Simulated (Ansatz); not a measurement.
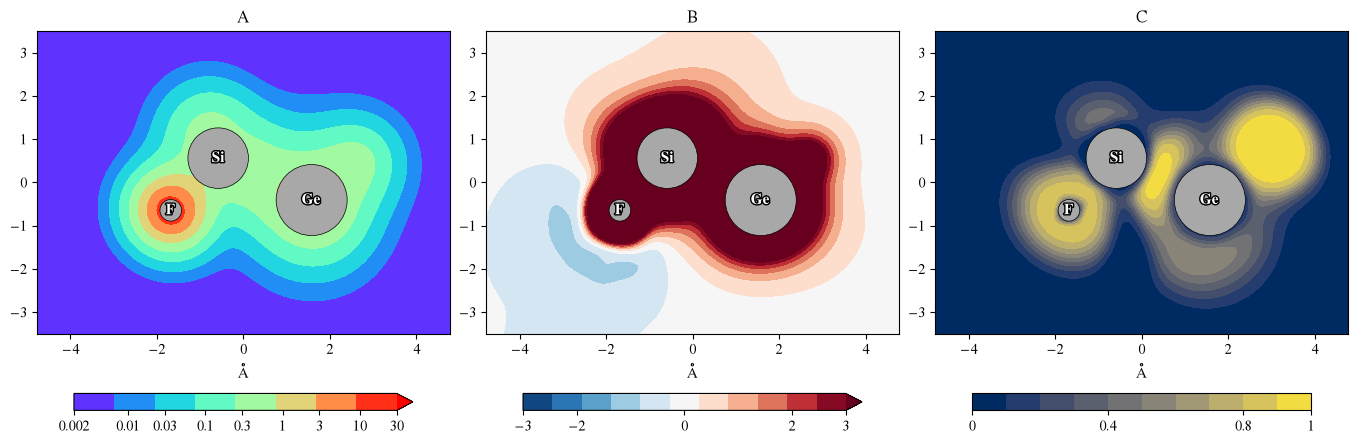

FGeH₄Si (SMILES F[SiH2][GeH2]) (doublet): 3 fields on the plane of atoms F1, Si3 and Ge2, with unlabelled colour scales. Grey discs cover the atomic cores.

Geometry: PBE0-D3(BJ)/def2-SVP.

The calculation used Ansatz, isolated molecule in a Gaussian basis; Kohn-Sham density functional theory, functional PBE0.

```csv
atom,x (Å),y (Å),z (Å)
F,0.6868,-1.2529,-0.8713
Ge,-0.1759,1.8734,-0.4863
Si,-0.7030,-0.4015,-0.8829
H,0.4680,2.6255,-1.6686
H,-1.3512,-0.6400,-2.2066
H,-1.5789,-0.9047,0.2137
H,-1.3544,2.6934,0.0786
```

Match the panels to the quantities (electron density, electron localisation function and electrostatic potential).

Panel A: electron density. Panel B: electrostatic potential (strongly positive close to the atoms, with negative regions outside electron-rich atoms). Panel C: electron localisation function. From the grid: Si–F (1.63 Å): the density is about 1.1 e/Å³ at the midpoint; the ELF peaks at about 0.85 in the valence shell of F, 0.6 Å from its nucleus, and is about 0.50 at the midpoint. Si–Ge (2.37 Å): ρ at the midpoint is about 0.62 e/Å³; the ELF peaks at about 0.95 between the atoms: a shared electron pair.
